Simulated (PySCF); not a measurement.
# C$_{4}$H$_{9}$ClOSi (SMILES [SiH3]OCC1(Cl)CC1): what the fields show

Input file:

```
{"job": {"kind": "uv", "xc": "wB97X-D", "basis": "def2-SVPD", "nstates": 8, "ntriplets": 3}, "charge": 0, "multiplicity": 1}
Si    -2.621680     0.222156     0.473563
O     -1.017293     0.109792     0.255480
C     -0.314173    -0.275405    -0.879004
C      1.174800    -0.224609    -0.601509
Cl     2.085005    -0.711609    -2.029385
C      1.761483     0.834178     0.273806
C      1.724012    -0.595486     0.737180
H     -2.614670     0.670531     1.855368
H     -3.272735    -1.075032     0.270595
H     -3.214404     1.181027    -0.462959
H     -0.594996    -1.296371    -1.172569
H     -0.550326     0.392076    -1.719447
H      2.714110     1.255743    -0.007077
H      1.072498     1.534023     0.721750
H      2.650908    -1.146644     0.772798
H      1.009863    -0.865425     1.499999
```

Command:

```sh
OMP_NUM_THREADS=1 python probes_run.py task.json out
```

Geometry: GFN2-xTB.

All numbers below come from wB97X-D/def2-SVPD, SCF density, gas phase in PySCF 2.14.0.

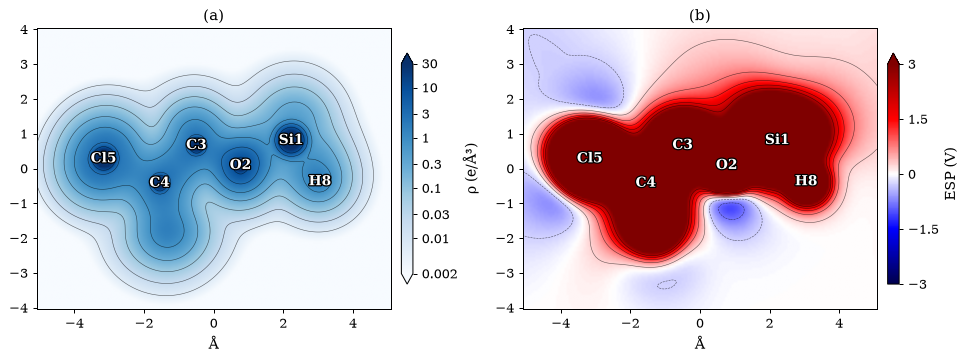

Figure 1. (a) electron density; (b) molecular electrostatic potential on the plane of atoms C3, C4 and Cl5.

What do the fields say about this system?

Answer. The plane passes through Si, O, C, Cl and H nuclei. C–O (1.39 Å): the density is about 2.1 e/Å³ at the midpoint, with its minimum of 1.8 e/Å³ about 0.5 Å from C. C–C (1.52 Å): the density is about 1.7 e/Å³ at the midpoint. Si–O (1.62 Å): ρ at the midpoint is about 1.1 e/Å³. C–Cl (1.76 Å): the density is about 1.4 e/Å³ at the midpoint. Si–H (1.45 Å): ρ at the midpoint is about 0.82 e/Å³. Outside the dense part of the molecule the potential is most negative (−1.1 V) near O2.

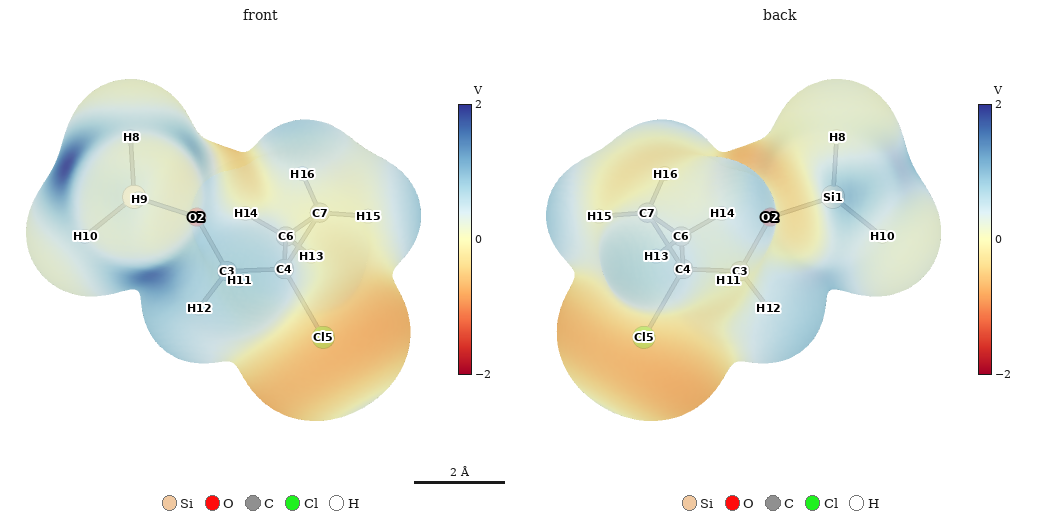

Figure 2. The molecular electrostatic potential painted on the density surface at 0.002 e/bohr³, seen from the front and from behind; the colour scale runs from red (negative) to blue (positive).

Which sites attract a positive test charge, and which a negative one?

Answer. A positive charge is drawn to the negative regions and a negative charge to the positive ones. The most negative region (about −0.7 V, or −16 kcal/mol for a unit charge) lies over Cl5, the most positive (about +1.7 V, or +39 kcal/mol for a unit charge) over Si1. Cl5 shows a σ-hole: about +0.2 V at the tip opposite its bond, against about −0.6 V, or −14 kcal/mol for a unit charge on its flanks.
